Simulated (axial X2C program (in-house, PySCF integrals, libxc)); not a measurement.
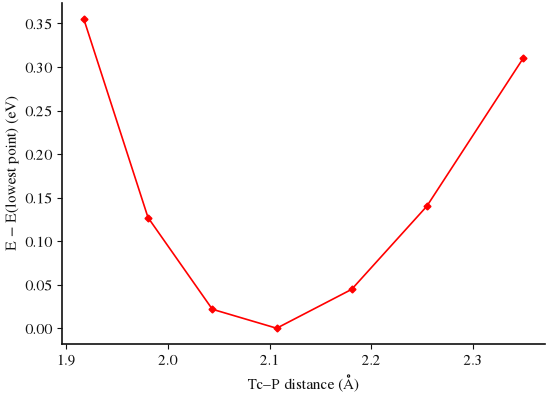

Energy at 7 bond lengths, for one set of occupations held fixed; the line joins the points. A polynomial of degree 5 through 7 points gives rₑ = 2.096 Å, ωₑ = 415.5 cm⁻¹, ωₑxₑ = 1.9 cm⁻¹ and Bₑ = 0.1627 cm⁻¹. The minimum lies 3.04 eV below Tc⁺ + P, each computed as one determinant at the same level.

**Relativistic diatomic calculation, with input and output: TcP⁺**

System: TcP⁺, single determinant with Ω = 3/2.
Method: PBE0, two-component X2C with atomic mean-field Coulomb and Gaunt terms, Tc dyall-cv3z, P dyall-v3z (cores contracted) (axial X2C program (in-house, PySCF integrals, libxc)).

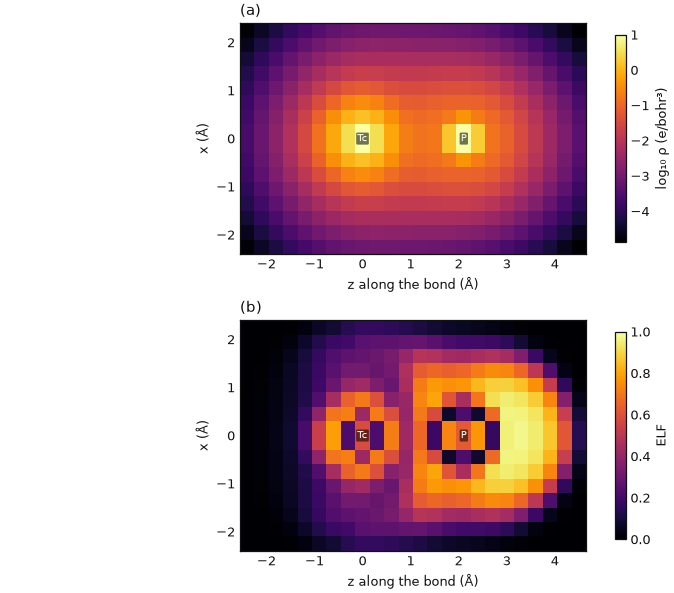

(a) electron density on a logarithmic scale; (b) electron localisation function, in a plane that holds the axis, at 2.11 Å, on points 0.3 Å apart (one half computed, the other mirrored); the structure near the nuclei is finer than these points.

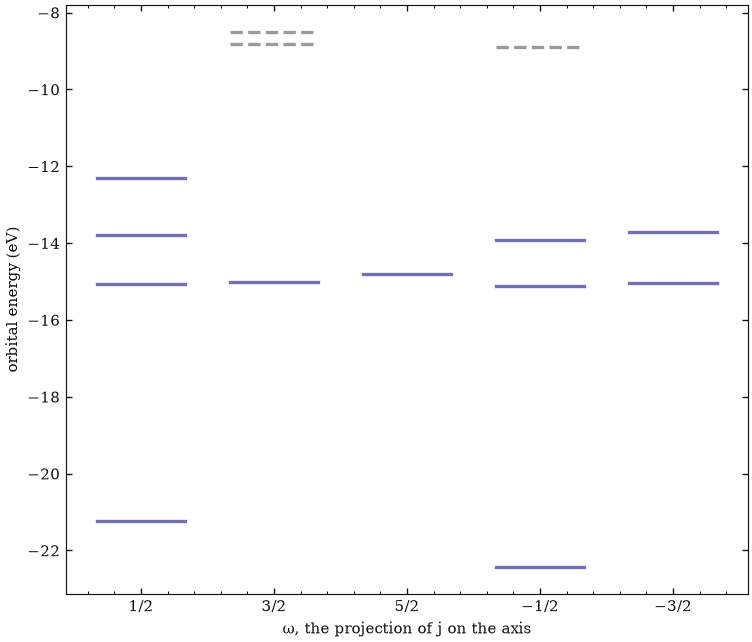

Orbital energies near the frontier at 2.11 Å, filled (solid) and empty (dashed). The highest filled spinor (1/2; 43 % P p, 43 % Tc s) lies at −12.29 eV, the lowest empty one (−1/2; 61 % P p, 20 % Tc p) at −8.89 eV.

Input and output of the run follow.

**Input**
```
{"zs": [43, 15], "q": 1, "bas": ["dyall-cv3z", "dyall-v3z"], "levels": ["PBE0", "HF", "BP86"], "cc": true, "r0": 2.22, "thr": -2.0, "nmax": 90, "npts": 10, "nst": 2, "ntry": 6}
```

The line is the task of a batch: nuclear charges, charge, bases, the levels to run, a first guess of the distance and further settings. This report covers PBE0 with spin-orbit coupling. The log is that of the reference distance 2.107 Å, started from orbitals converged before.

The run was one of a batch that the task file lists, launched with:
```bash
python <driver script> task.json out
```

**Log**
```
two-component X2C + atomic mean field  PBE0
basis functions 196  fitting functions 963  grid points 5079
iter        total energy     max residual
   1      -4625.075965376     2.06e-05
   2      -4625.075965378     1.24e-05
converged
one-electron -6685.51406492  Coulomb 2052.88407683  exact exchange -37.46007692  xc functional -114.86741501  nuclear repulsion 161.99302375  atomic mean-field constant -2.11150911
```

**The points of the curve**

| R (Å) | E (hartree) | dipole (D; origin at the first atom, positive when the second is positive) | highest filled (eV) | lowest empty (eV) |
| --- | --- | --- | --- | --- |
| 1.917 | −4625.062903 | 1.34 | −12.17 | −8.88 |
| 1.981 | −4625.071295 | 1.31 | −12.22 | −8.92 |
| 2.044 | −4625.075164 | 1.28 | −12.26 | −8.92 |
| 2.107 | −4625.075965 | 1.25 | −12.29 | −8.89 |
| 2.181 | −4625.074325 | 1.22 | −12.33 | −8.81 |
| 2.255 | −4625.070820 | 1.19 | −12.34 | −8.72 |
| 2.349 | −4625.064569 | 1.18 | −12.35 | −8.59 |

**Key numbers**

```
                 quantity                                                                 value
                  outcome                                                             converged
           bond length rₑ                                                               2.096 Å
                       ωₑ                                                            415.5 cm⁻¹
    energy at the minimum                                                   −4625.07600 hartree
depth below the fragments                                                               3.04 eV
                 hardware  1 thread of Arm Neoverse V2, 24 GiB of memory available, shared host
                wall time                                                                  13 s
              peak memory                                                              0.71 GiB
```

**Notes**

Caveats: 7 of the 10 points asked for were kept.
